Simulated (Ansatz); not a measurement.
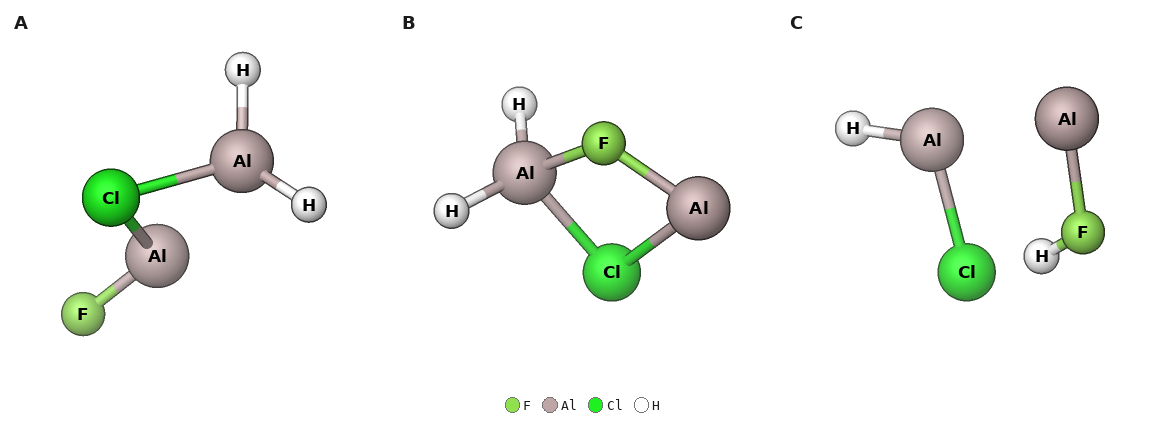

3 stationary structures of one formula. Geometries: PBE-D4/def2-SVP. Electronic energies: PBE-D4/def2-SVP (Ansatz 0.2.0), without zero-point energy. No frequency run is at hand to confirm each as a minimum.

Which structure is the most stable?

B is lowest (Cs); A lies 80.4 kJ/mol above it (Cs), C lies 283.6 kJ/mol above it (Cs).
